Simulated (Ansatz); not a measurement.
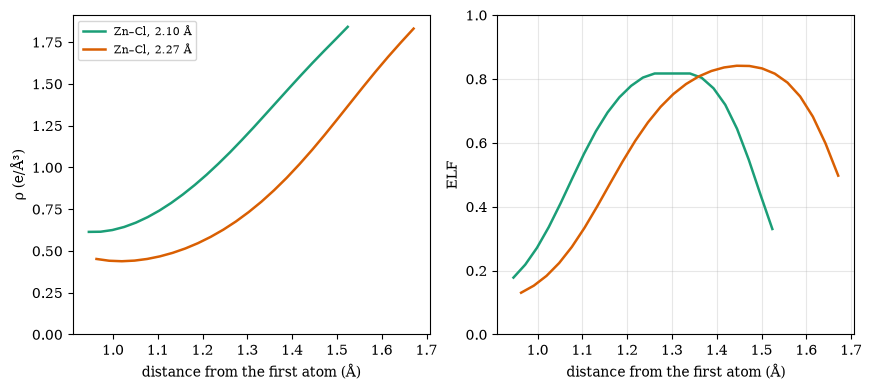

Figure. Cl₃Zn (doublet). Electron density and ELF along straight lines between neighbouring atoms. The curves leave out the atomic cores.

These are results of UKS r2SCAN-D4/def2-SVP in Ansatz, not measurements.

Q: Compare the contacts.

A: Zn–Cl (2.10 Å): ρ at the midpoint is about 0.67 e/Å³; the ELF peaks at about 0.80 in the valence shell of Cl, 0.8 Å from its nucleus, and is about 0.40 at the midpoint.
Zn–Cl (2.27 Å): ρ is about 0.49 e/Å³ halfway, with its minimum of 0.44 e/Å³ about 1.0 Å from Zn; the ELF peaks at about 0.85 in the valence shell of Cl, 0.8 Å from its nucleus, and is about 0.40 at the midpoint.
